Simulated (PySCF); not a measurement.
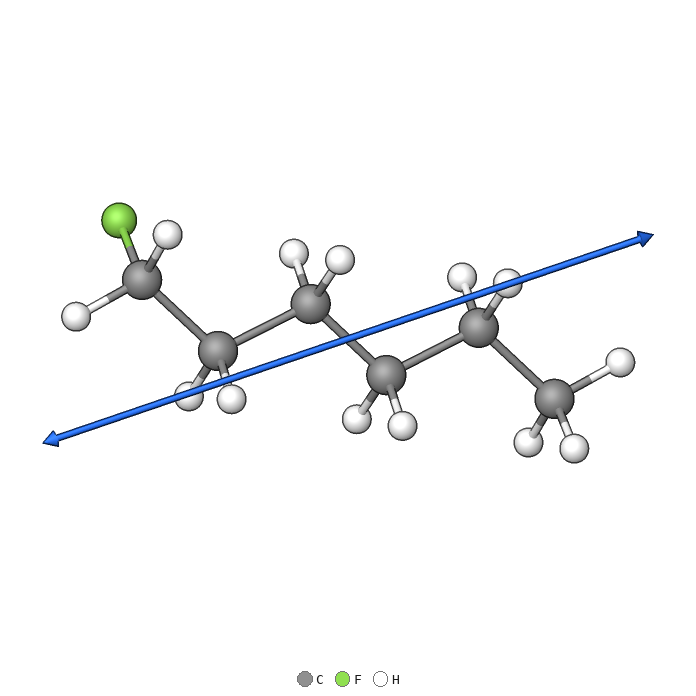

The double arrow shows the direction of the transition dipole to excited singlet state 3 (its length means nothing). The geometry was computed by an optimisation with PBE0-D3(BJ)/def2-SVP. No frequency run is at hand to confirm it as a minimum. Level of theory: TDDFT PBE0/def2-SVPD, vertical, IEF-PCM dichloromethane (non-equilibrium linear response), core orbitals frozen in the response (PySCF 2.14.0).

Question: Where does the transition lie, and how strong is it?

Answer: 8.82 eV (141 nm), oscillator strength 0.033, mainly HOMO → LUMO+1 (weight 0.51); transition dipole 0.99 D.
